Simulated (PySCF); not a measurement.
# Pd, Pd⁺: ionisation energy in x2c-QZVPPall plus 1 even-tempered diffuse shell per l

Aim: the ionisation energy of palladium from differences of total energies, at each level of theory, and how far each lands from the tabulated value where there is one.

Method: unrestricted determinants in a Gaussian basis, no spin-orbit coupling in the energies. Code: PySCF 2.14.0.

### Step 1. Starting point

- Element: palladium (Z = 46)
- Basis: x2c-QZVPPall with one added diffuse shell each of s, p, d, f, g type (14s9p8d5f3g, 143 functions)
- Hamiltonian: the spin-free X2C one-electron Hamiltonian (Gaussian nucleus)
- State 1: Pd: [Kr] 4d10, closed-shell 1S
- State 2: Pd⁺: [Kr] 4d9, 2D determinant
- Methods: UHF, LDA, PBE, PBE0, r2SCAN, MP2
- Core shells frozen in the correlated runs: valence: [Kr]; valence and next inner shell: [Ar] 3d10 (for Pd)

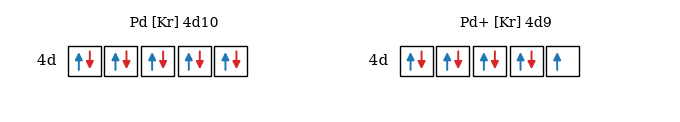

Outer shells as boxes.

The runs were made by one driver on top of PySCF. The scripts below sum up each run's settings (the driver also hands on starting orbitals that pick excited configurations, and frozen orbitals as a list rather than a count), and the logs come from the driver's own runs. The driver starts from symmetry-adapted Hartree-Fock orbitals, holds the occupation by maximum overlap and uses a logarithmic radial grid for functionals, so a plain start would take other cycles.

The driver's launch:

```sh
OMP_NUM_THREADS=1 python atomrun2.py TASK.json OUT
```

The integrals over 143 functions and the set-up took 6.7 s of CPU time.

### Step 2. Pd: the ladder of methods

#### UHF

Input file input.py:

```python
from pyscf import gto, scf, dft, mp, cc
import basis_set_exchange as bse
mol = gto.M(atom="Pd 0 0 0", charge=0, spin=0, symmetry="D2h",
            basis=gto.basis.parse(bse.get_basis("x2c-QZVPPall", elements=["Pd"], fmt="nwchem", header=False, augment_diffuse=1)),
            nucmod="G")
mf = scf.UHF(mol).sfx2c1e()
mf.irrep_nelec = {'Ag': (8, 8), 'B1g': (2, 2), 'B2g': (2, 2), 'B3g': (2, 2), 'B1u': (3, 3), 'B2u': (3, 3), 'B3u': (3, 3)}
mf.kernel()
```

What it wrote:

```text
damping factor = 0
level_shift factor = 0
DIIS = <class 'pyscf.scf.diis.CDIIS'>
diis_start_cycle = 1
diis_space = 10
diis_damp = 0
SCF conv_tol = 1e-09
SCF conv_tol_grad = None
number electrons alpha = 23  beta = 23
cycle= 1 E= -5042.80173660485  delta_E= -9.91e-11  |g|= 9.71e-06  |ddm|= 1.55e-05
converged SCF energy = -5042.80173660485  <S^2> = 3.5527137e-15  2S+1 = 1
```

It used 6.4 s of CPU time after the integrals (shared host).

The occupied shells:

```
shell  electrons  mean orbital energy (eV)  spread (eV)  rms radius (bohr)
   1s          2                  -24474.5            0             0.0365
   2s          2                   -3656.6            0              0.150
   2p          6                   -3272.8            0              0.133
   3s          2                   -694.75            0              0.403
   3p          6                   -565.11            0              0.406
   3d         10                   -359.03            0              0.389
   4s          2                   -104.50            0               1.02
   4p          6                   -65.368            0               1.13
   4d         10                    -8.921            0               1.74
```

⟨S²⟩ = 0.000, ⟨L²⟩ = 0.00.

Spin-orbit constants on these orbitals (cm⁻¹; bare nucleus, screened nucleus, mean field): 4p 22260, 21290, n/a; 4d 1721, 1347, n/a.

#### LDA

Changes to input.py:

```diff
@@ -5,3 +5,3 @@
             nucmod="G")
-mf = scf.UHF(mol).sfx2c1e()
+mf = dft.UKS(mol, xc="LDA,VWN").sfx2c1e()
 mf.irrep_nelec = {'Ag': (8, 8), 'B1g': (2, 2), 'B2g': (2, 2), 'B3g': (2, 2), 'B1u': (3, 3), 'B2u': (3, 3), 'B3u': (3, 3)}
```

What it wrote:

```text
damping factor = 0
level_shift factor = 0
DIIS = <class 'pyscf.scf.diis.CDIIS'>
diis_start_cycle = 1
diis_space = 10
diis_damp = 0
SCF conv_tol = 1e-09
SCF conv_tol_grad = None
number electrons alpha = 23  beta = 23
XC functionals = LDA,VWN
    P. A. M. Dirac.,  Math. Proc. Cambridge Philos. Soc. 26, 376 (1930)
    F. Bloch.,  Z. Phys. 57, 545 (1929)
    S. H. Vosko, L. Wilk, and M. Nusair.,  Can. J. Phys. 58, 1200 (1980)
cycle= 1 E= -5039.99751732526  delta_E= -0.0242  |g|= 0.266  |ddm|= 0.265
cycle= 2 E= -5039.91928517407  delta_E= 0.0782  |g|= 0.663  |ddm|= 0.309
cycle= 3 E= -5040.01578979218  delta_E= -0.0965  |g|= 0.0493  |ddm|= 0.204
cycle= 4 E= -5040.01662420932  delta_E= -0.000834  |g|= 0.0197  |ddm|= 0.0306
cycle= 5 E= -5040.01673471349  delta_E= -0.000111  |g|= 0.00154  |ddm|= 0.00669
cycle= 6 E= -5040.01673535997  delta_E= -6.46e-07  |g|= 0.00012  |ddm|= 0.000498
cycle= 7 E= -5040.01673536411  delta_E= -4.15e-09  |g|= 1.13e-06  |ddm|= 4.35e-05
cycle= 8 E= -5040.01673536412  delta_E= -2.73e-12  |g|= 1.37e-08  |ddm|= 3.87e-07
converged SCF energy = -5040.01673536412  <S^2> = 7.1054274e-15  2S+1 = 1
```

It used 2.8 s of CPU time after the integrals (shared host).

#### PBE

Changes to input.py:

```diff
@@ -5,3 +5,3 @@
             nucmod="G")
-mf = dft.UKS(mol, xc="LDA,VWN").sfx2c1e()
+mf = dft.UKS(mol, xc="PBE").sfx2c1e()
 mf.irrep_nelec = {'Ag': (8, 8), 'B1g': (2, 2), 'B2g': (2, 2), 'B3g': (2, 2), 'B1u': (3, 3), 'B2u': (3, 3), 'B3u': (3, 3)}
```

What it wrote:

```text
damping factor = 0
level_shift factor = 0
DIIS = <class 'pyscf.scf.diis.CDIIS'>
diis_start_cycle = 1
diis_space = 10
diis_damp = 0
SCF conv_tol = 1e-09
SCF conv_tol_grad = None
number electrons alpha = 23  beta = 23
XC functionals = PBE
    J. P. Perdew, K. Burke, and M. Ernzerhof.,  Phys. Rev. Lett. 77, 3865 (1996)
    J. P. Perdew, K. Burke, and M. Ernzerhof.,  Phys. Rev. Lett. 78, 1396 (1997)
    J. P. Perdew, K. Burke, and M. Ernzerhof.,  Phys. Rev. Lett. 77, 3865 (1996)
    J. P. Perdew, K. Burke, and M. Ernzerhof.,  Phys. Rev. Lett. 78, 1396 (1997)
cycle= 1 E= -5044.93455631414  delta_E= -0.0141  |g|= 0.218  |ddm|= 0.243
cycle= 2 E= -5044.8731310111  delta_E= 0.0614  |g|= 0.574  |ddm|= 0.277
cycle= 3 E= -5044.94825141313  delta_E= -0.0751  |g|= 0.059  |ddm|= 0.175
cycle= 4 E= -5044.94948108459  delta_E= -0.00123  |g|= 0.00689  |ddm|= 0.0285
cycle= 5 E= -5044.94949273329  delta_E= -1.16e-05  |g|= 0.000928  |ddm|= 0.00217
cycle= 6 E= -5044.94949298331  delta_E= -2.5e-07  |g|= 5.2e-05  |ddm|= 0.000334
cycle= 7 E= -5044.94949298409  delta_E= -7.81e-10  |g|= 8.85e-08  |ddm|= 2e-05
converged SCF energy = -5044.94949298409  <S^2> = 0  2S+1 = 1
```

CPU time 3.9 s on a shared host, the integrals not counted.

#### PBE0

Changes to input.py:

```diff
@@ -5,3 +5,3 @@
             nucmod="G")
-mf = dft.UKS(mol, xc="PBE").sfx2c1e()
+mf = dft.UKS(mol, xc="PBE0").sfx2c1e()
 mf.irrep_nelec = {'Ag': (8, 8), 'B1g': (2, 2), 'B2g': (2, 2), 'B3g': (2, 2), 'B1u': (3, 3), 'B2u': (3, 3), 'B3u': (3, 3)}
```

What it wrote:

```text
damping factor = 0
level_shift factor = 0
DIIS = <class 'pyscf.scf.diis.CDIIS'>
diis_start_cycle = 1
diis_space = 10
diis_damp = 0
SCF conv_tol = 1e-09
SCF conv_tol_grad = None
number electrons alpha = 23  beta = 23
XC functionals = PBE0
    C. Adamo and V. Barone.,  J. Chem. Phys. 110, 6158 (1999)
    M. Ernzerhof and G. E. Scuseria.,  J. Chem. Phys. 110, 5029 (1999)
cycle= 1 E= -5045.00704572911  delta_E= -0.0131  |g|= 0.0769  |ddm|= 0.146
cycle= 2 E= -5045.003164401  delta_E= 0.00388  |g|= 0.159  |ddm|= 0.0808
cycle= 3 E= -5045.0085987036  delta_E= -0.00543  |g|= 0.00903  |ddm|= 0.0504
cycle= 4 E= -5045.00862357584  delta_E= -2.49e-05  |g|= 0.00243  |ddm|= 0.00458
cycle= 5 E= -5045.0086251916  delta_E= -1.62e-06  |g|= 0.000103  |ddm|= 0.000874
cycle= 6 E= -5045.00862519467  delta_E= -3.07e-09  |g|= 2.16e-06  |ddm|= 4.15e-05
cycle= 7 E= -5045.00862519467  delta_E= -1.82e-12  |g|= 1.39e-07  |ddm|= 8.68e-07
converged SCF energy = -5045.00862519467  <S^2> = 0  2S+1 = 1
```

It used 7.1 s of CPU time after the integrals (shared host).

#### r2SCAN

Changes to input.py:

```diff
@@ -5,3 +5,3 @@
             nucmod="G")
-mf = dft.UKS(mol, xc="PBE0").sfx2c1e()
+mf = dft.UKS(mol, xc="R2SCAN").sfx2c1e()
 mf.irrep_nelec = {'Ag': (8, 8), 'B1g': (2, 2), 'B2g': (2, 2), 'B3g': (2, 2), 'B1u': (3, 3), 'B2u': (3, 3), 'B3u': (3, 3)}
```

What it wrote:

```text
damping factor = 0
level_shift factor = 0
DIIS = <class 'pyscf.scf.diis.CDIIS'>
diis_start_cycle = 1
diis_space = 10
diis_damp = 0
SCF conv_tol = 1e-09
SCF conv_tol_grad = None
number electrons alpha = 23  beta = 23
XC functionals = R2SCAN
    J. W. Furness, A. D. Kaplan, J. Ning, J. P. Perdew, and J. Sun.,  J. Phys. Chem. Lett. 11, 8208-8215 (2020)
    J. W. Furness, A. D. Kaplan, J. Ning, J. P. Perdew, and J. Sun.,  J. Phys. Chem. Lett. 11, 9248-9248 (2020)
    J. W. Furness, A. D. Kaplan, J. Ning, J. P. Perdew, and J. Sun.,  J. Phys. Chem. Lett. 11, 8208-8215 (2020)
    J. W. Furness, A. D. Kaplan, J. Ning, J. P. Perdew, and J. Sun.,  J. Phys. Chem. Lett. 11, 9248-9248 (2020)
cycle= 1 E= -5045.3347952018  delta_E= -0.0113  |g|= 0.106  |ddm|= 0.167
cycle= 2 E= -5045.32235151404  delta_E= 0.0124  |g|= 0.262  |ddm|= 0.128
cycle= 3 E= -5045.33794778173  delta_E= -0.0156  |g|= 0.0193  |ddm|= 0.0825
cycle= 4 E= -5045.33806995146  delta_E= -0.000122  |g|= 0.00405  |ddm|= 0.00977
cycle= 5 E= -5045.33807458918  delta_E= -4.64e-06  |g|= 0.000231  |ddm|= 0.00143
cycle= 6 E= -5045.3380746049  delta_E= -1.57e-08  |g|= 9.41e-06  |ddm|= 8.47e-05
cycle= 7 E= -5045.33807460493  delta_E= -3e-11  |g|= 5.76e-07  |ddm|= 3.01e-06
converged SCF energy = -5045.33807460493  <S^2> = 3.5527137e-15  2S+1 = 1
```

It used 8.3 s of CPU time after the integrals (shared host).

#### MP2 (valence)

Changes to input.py:

```diff
@@ -5,4 +5,5 @@
             nucmod="G")
-mf = dft.UKS(mol, xc="R2SCAN").sfx2c1e()
+mf = scf.UHF(mol).sfx2c1e()
 mf.irrep_nelec = {'Ag': (8, 8), 'B1g': (2, 2), 'B2g': (2, 2), 'B3g': (2, 2), 'B1u': (3, 3), 'B2u': (3, 3), 'B3u': (3, 3)}
 mf.kernel()
+mp.UMP2(mf, frozen=18).kernel()
```

This step left no log, only its results.

CPU time 2.7 s on a shared host, the integrals not counted.

With 10 electrons correlated, the MP2 correlation energy is -0.38998 hartree (-0.13701 same spin, -0.25297 opposite spin); the SCS form gives -0.34923. Largest pairs of shells: 4d-4d -0.3900.

#### MP2 (valence and next inner shell)

Changes to input.py:

```diff
@@ -8,2 +8,2 @@
 mf.kernel()
-mp.UMP2(mf, frozen=18).kernel()
+mp.UMP2(mf, frozen=14).kernel()
```

The driver printed no log here.

It used 3.2 s of CPU time after the integrals (shared host).

With 18 electrons correlated, the MP2 correlation energy is -0.71516 hartree (-0.23224 same spin, -0.48292 opposite spin); the SCS form gives -0.65691. Largest pairs of shells: 4d-4d -0.3900, 4p-4d -0.1975, 4p-4p -0.0548, 4s-4d -0.0397, 4s-4p -0.0284.

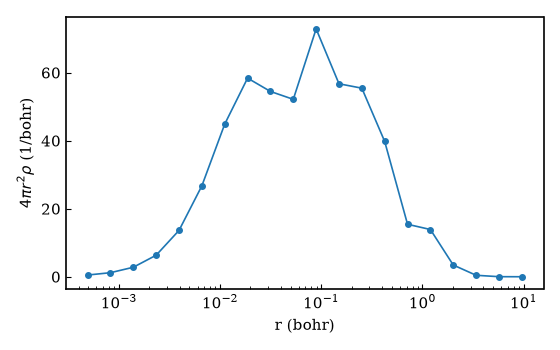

Radial density 4πr²ρ of Pd at UHF, without picture-change correction, at 20 stored radii joined by straight lines.

[end of part 1 of 2]
